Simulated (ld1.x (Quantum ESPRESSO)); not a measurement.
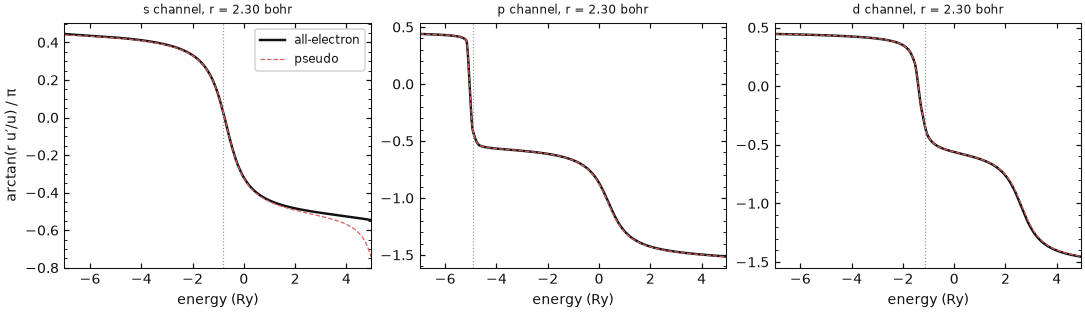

Unwrapped phase arctan(r u′/u) in units of π against energy, all-electron (solid) and pseudo (dashed); the pseudo phase is matched to the all-electron one at the reference energy. Here u = r R(r). A near-vertical step is a level narrower than the spacing of the points behind the curves. The dotted line marks the reference energy of the channel.

Input of ld1.x (Quantum ESPRESSO) 7.5:

```
 &input
   title='Ag', zed=47., rel=1, dft='WC', iswitch=3,
   config='[Kr] 4d10 5s0 5p0',
   nld=3, rlderiv=2.30, eminld=-7.0, emaxld=5.0, deld=0.02
 /
 &inputp
   pseudotype=1, tm=.true., lloc=0,
   nlcc=.true., rcore=0.88,
   file_pseudopw='Ag.pp', file_wfcaegen='ae.wfc', file_wfcncgen='nc.wfc'
 /
3
4P  2  1   6.00   0.00  0.95  0.95  0.0
4D  3  2  10.00   0.00  1.65  1.65  0.0
5S  1  0   0.00   0.00  2.10  2.10  0.0
 &test
   configts(1)='4p6 4d10 5s0 5p0'
 /
```

Run as:
```bash
ld1.x < Ag.in > Ag.out
```

Functional and relativity: Wu–Cohen, scalar-relativistic.

> What does the plot say about ghosts?

The plot shows none: the two phases stay within 0.61 rad of each other in all channels drawn. The separate test gives: no ghost state below the valence levels in the p, d, s channels.

> Give the range of good agreement (0.05 rad in phase) for each channel.

s: up to about 2.8 Ry; p: over the whole range drawn; d: up to about 2.5 Ry.
